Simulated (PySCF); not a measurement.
# C3H5NOSSi: geometry, spin-spin couplings

What spin-spin couplings should C3H5NOSSi (`[SiH3]Sc1ccon1`) show?

Computed with PySCF 2.14.0, with density-fitted response routines of our own, on a single molecule in the gas phase. Atoms are numbered from 0 throughout.

### 1 The molecule as given

12 atoms, charge 0, multiplicity 1; geometry from: GFN2-xTB. The atoms were then displaced at random by about 0.01 Å, so the start is not that level's minimum.

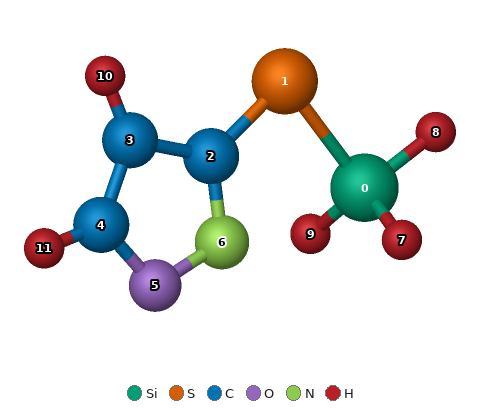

The starting geometry (silicon teal, sulfur orange, carbon blue, oxygen purple, nitrogen green, hydrogen red), atoms numbered.

### 2 Geometry optimisation at PBE0-D3(BJ)/def2-SVP

The job: settings as JSON, then the geometry in Å.

```
{"job": {"xc": "PBE0", "basis": "def2-SVP", "d3": "d3bj", "grid": 1, "shake": 0.01, "kind": "geom"}, "charge": 0, "multiplicity": 1}
Si    -2.395320     0.063870     0.014330
S     -1.055570     0.337540     1.689290
C      0.321990     0.075050     0.711380
C      1.752740     0.072980     1.068700
C      2.334270    -0.198460    -0.119940
O      1.435100    -0.328060    -1.090220
N      0.203660    -0.165520    -0.560960
H     -2.111700     1.159760    -0.936950
H     -3.693590     0.296500     0.712790
H     -2.260660    -1.276490    -0.449510
H      2.134370     0.232570     2.047460
H      3.374390    -0.298010    -0.374750
```

The run is started by

```
OMP_NUM_THREADS=1 python probes_run.py task.json out
```

This one command runs all jobs of the session in turn.

**Question.** This job is followed by: B3LYP/6-31G* indirect spin-spin coupling, non-relativistic, gas phase. What will the session give for the following? point group; rotational constants (main isotopes); largest coupling of the table (B3LYP/6-31G*).

**Answer**, as computed:

```
                                    quantity                       value
                                 point group                          Cs
        rotational constants (main isotopes)        4.45, 1.20, 0.96 GHz
largest coupling of the table (B3LYP/6-31G*)  1J(Si,H) Si0–H7, -208.3 Hz
```

**Reading.** Relaxing lowered the energy by 0.234 eV in 7 steps; the close pair that moved most is Si0–H9, from 1.425 to 1.487 Å. No frequency check was run at this level, so the end point may be a saddle. In the run at B3LYP/6-31G*, the largest coupling of the table is Si0–H7 (mean over like pairs), -208.3 Hz, of which the Fermi-contact term gives -208.5 Hz. Couplings across rotatable bonds belong to this one conformer; where others are populated, the observed values are averages. Couplings from bases without tight functions are rough.
